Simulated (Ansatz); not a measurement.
**B2Si2: single-point calculation**

The run: single-point calculation of B2Si2. Method and program: RKS PBE0-D4/def2-TZVP (Ansatz 0.2.0).

The geometry comes from this level: B3LYP-D4/def2-TZVP.

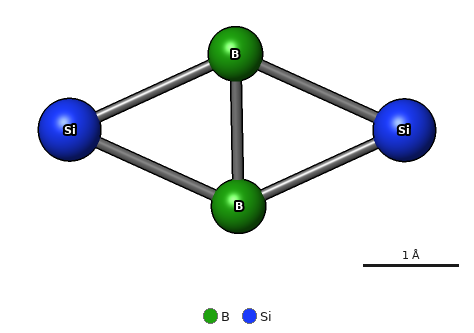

**Figure 1.** The structure as given in the input (ball-and-stick view, seen on its broad side). Bond lengths as drawn: B–B 1.62 Å and B–Si 1.93 to 1.95 Å.

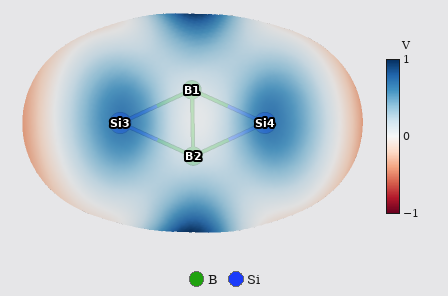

**Figure 2.** The electrostatic potential painted on the density surface at 0.001 e/bohr³, seen face on; red is negative and blue positive.

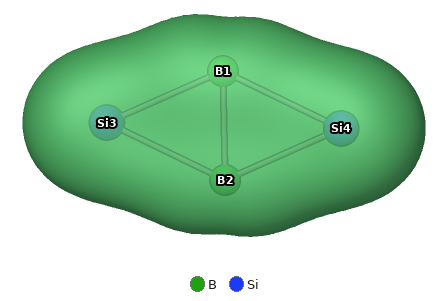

**Figure 3.** Isosurface of the electron density at 0.2 e/Å³ (green), seen at a tilt. At this value the surface is in one piece. On the grid the lowest density along these lines, outside the cores, is 0.84 e/Å³ (B–B, 1.62 Å) and 0.7 e/Å³ (Si–B, 1.93 Å).

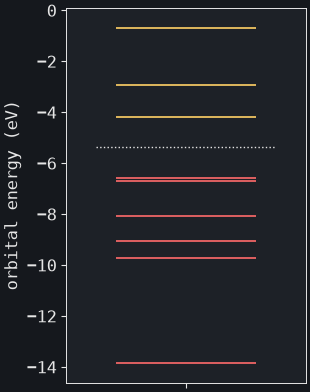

**Figure 4.** Orbital energies near the frontier; the dotted line parts filled from empty levels, and levels within 0.02 eV of each other stand side by side. Highest filled −6.58 eV, lowest empty −4.19 eV, 2.39 eV apart.

The input and output of the run follow.

The input:
```yaml
crystal:
  periodic: [false, false, false]
  atoms:
    - {symbol: B, position_ang: [0.655220, 0.469787, 0.059905]}
    - {symbol: B, position_ang: [-0.655338, -0.470059, -0.060000]}
    - {symbol: Si, position_ang: [-0.974413, 1.443490, -0.277544]}
    - {symbol: Si, position_ang: [0.974531, -1.443208, 0.277648]}
basis:
  gaussian: {orbitals: def2-TZVP, initial_orbitals: start.molden}
hamiltonian: {xc: pbe0, dispersion: d4}
scf: {omitted_lower_state_checks: [starts]}
output: {orbitals: {seedname: orbitals}}
```

Command:
```bash
ansatz run in.yaml --threads 4 --pin off --events-out ev --progress --plain --max-ram 3916MiB
```

The program's output:
```
Functional definition: PBE0
  name "PBE0"
  cite "Adamo & Barone, J. Chem. Phys. 110, 6158 (1999) doi:10.1063/1.478522"
  cite "Perdew, Burke & Ernzerhof, Phys. Rev. Lett. 77, 3865 (1996) doi:10.1103/PhysRevLett.77.3865"
  parent pbe
  parameter a = 0.25
  parameter kappa = 0.804
  parameter beta = 0.06672455060314922
  exchange = (1 - a)*pbe_x(kappa = kappa, mu = beta*pi^2/3) + a*exact_x
  correlation = pbe_c(beta = beta)
these checks for a lower state are left out or cut short: starts
874 factors; their error is unknown
mean field evaluation 1: about -17093.0006 eV, gradient 9.7e1 eV
mean field evaluation 2: about -17094.6128 eV, gradient 1.8e0 eV
mean field evaluation 4: about -17094.6880 eV, gradient 1.8e-1 eV
mean field -17094.68808137 eV, -628.2181997944 hartree, gradient 5.6e-5 eV, S^2 0.000000; 0 other end points of the search recorded, 0 dependent functions left out
reference -17094.68810536 eV, -628.2182006761 hartree; 19, 19 occupied and 117, 117 virtual orbitals, 874 factors
Total energy: -17094.81330453 eV, -628.2228016607 hartree
Checks for a lower state left out: starts
```

Key numbers:

| quantity | value |
| --- | --- |
| outcome | converged |
| total energy | −17094.8133 eV |
| mean-field energy | −17094.6881 eV |
| dispersion energy | −0.1252 eV |
| SCF solution under orbital rotations | stable |
| HOMO | −6.58 eV |
| LUMO | −4.19 eV |
| hardware | 4 threads of Arm Neoverse V2, 23 GiB of memory available, shared host |
| wall time | 0.9 s (CPU time 3.2 s) |
| peak memory | 0.23 GiB |
